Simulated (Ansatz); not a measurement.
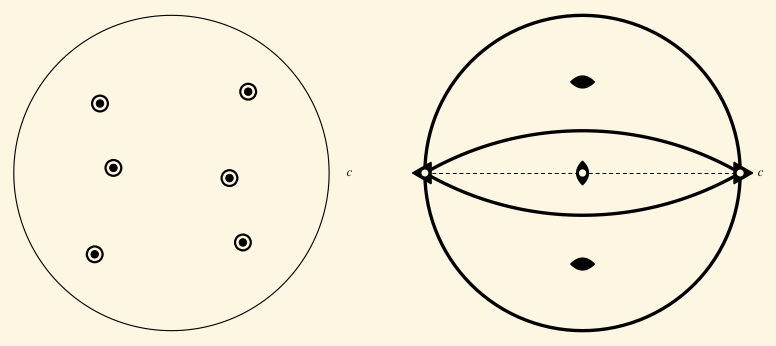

Stereographic projection: filled dots lie in the upper hemisphere, open rings in the lower; heavy lines are mirror planes (a heavy rim: a mirror in the plane of the page); lens, triangle, square and hexagon are 2-, 3-, 4- and 6-fold axes, a lens in an open square is −4, a triangle in an open hexagon −6; thin dashed diameters join the ends of axes that lie in the page; a small open circle marks inversion. The a axis points at the viewer. Left: one general form; right: the symmetry elements. Computed from the symmetry operations of a computed or model structure of composition Li2Be3C2, which need not be its known form.

> Name the crystal class.

-3m (D3d), order 12, trigonal system: one threefold axis, three twofold axes, three mirror planes, an inversion centre.

> Which physical properties does it allow?

It is centrosymmetric, so neither piezoelectric nor pyroelectric; it is not chiral.
